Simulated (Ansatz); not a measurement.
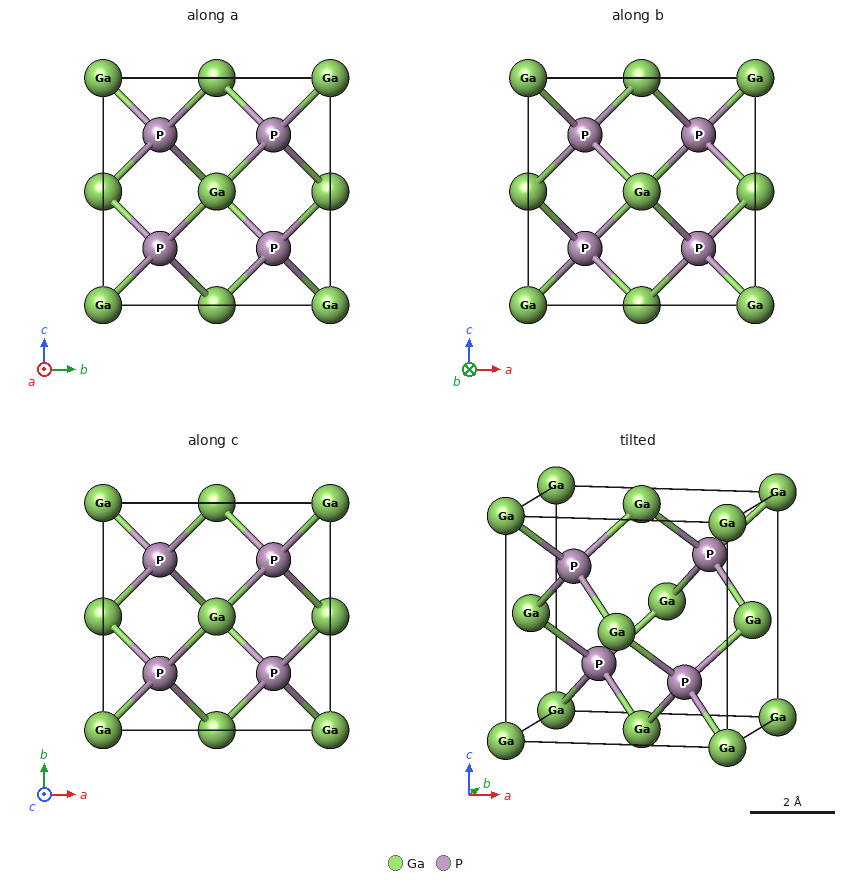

The image is a ball-and-stick drawing of a crystal, viewed along the a axis, along the b axis, along the c axis and slightly off an axis. Lines trace the edges of the conventional unit cell.

Lattice parameters: a = 5.4508 Å, b = 5.4508 Å, c = 5.4508 Å, α = 90.000°, β = 90.000°, γ = 90.000°.

### Convert the drawing into a CIF with its space group and independent sites.

```cif
data_structure
_symmetry_space_group_name_H-M 'F -4 3 m'
_symmetry_Int_Tables_number 216
_cell_length_a 5.4508
_cell_length_b 5.4508
_cell_length_c 5.4508
_cell_angle_alpha 90.000
_cell_angle_beta 90.000
_cell_angle_gamma 90.000
_cell_volume 161.95
loop_
_atom_site_label
_atom_site_type_symbol
_atom_site_symmetry_multiplicity
_atom_site_Wyckoff_symbol
_atom_site_fract_x
_atom_site_fract_y
_atom_site_fract_z
_atom_site_occupancy
Ga1 Ga 4 a 0.0000 0.0000 0.0000 1
P1 P 4 d 0.2500 0.2500 0.7500 1
```

The cell started as a structure type filled with these elements by a generator (whether the compound takes this form wasn't checked). Earlier steps of the study may have refined or changed the cell and positions. Ansatz was used for an electronic-structure calculation on it.
